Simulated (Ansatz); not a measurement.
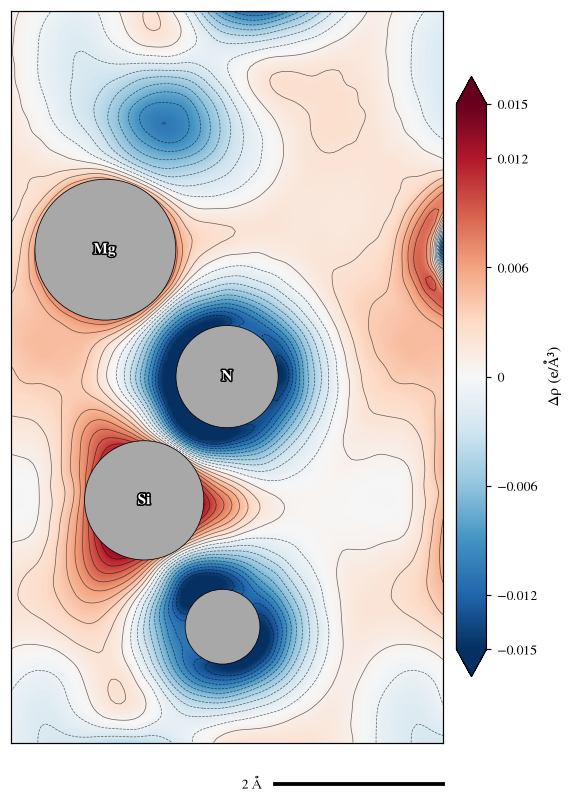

Mg₂Si₃N₃. Difference of the valence pseudo-densities of two functionals at the same geometry, on the (011) plane of the calculation cell: one of PBE and r2SCAN less the other.

Space group Cm; a generated structure, not necessarily the stable one; computed without spin polarisation.

Both computed with Ansatz (plane waves, PAW), on the same k-point mesh. Grey discs cover the atomic cores.

Which was subtracted from which, and what does the map show?

It is PBE less r2SCAN. Against r2SCAN, PBE gives less density around N (−0.014 e/Å³ on average at 0.8 Å from the nucleus) and a change of −0.012 e/Å³ at the midpoint of Si–N.
